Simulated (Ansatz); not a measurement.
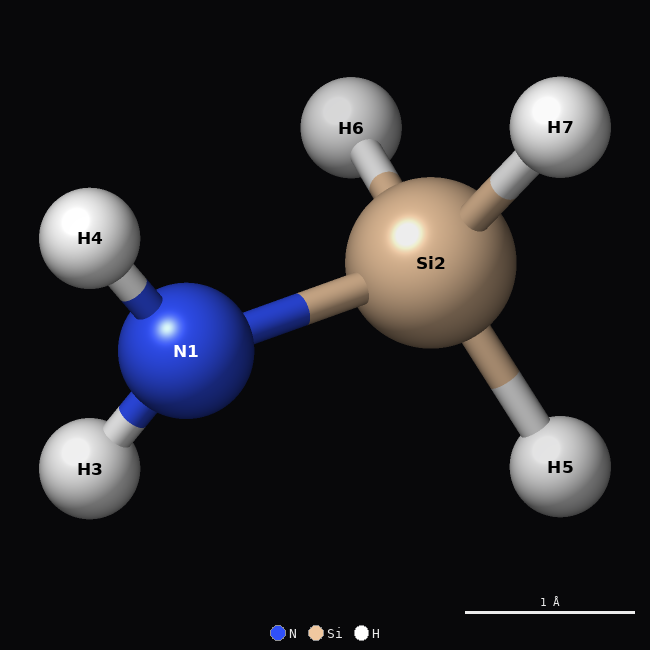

(Drawn from a calculation with Ansatz.)

The atoms are numbered. Geometry: moved along internal coordinates away from the minimum.

What are the angles Si2–N1–H3, H3–N1–H4, N1–Si2–H6, N1–Si2–H5, H5–Si2–H7, H5–Si2–H6?

```
    angle  degrees
Si2–N1–H3    119.6
 H3–N1–H4    110.7
N1–Si2–H6    104.0
N1–Si2–H5    107.9
H5–Si2–H7    110.5
H5–Si2–H6    113.1
```
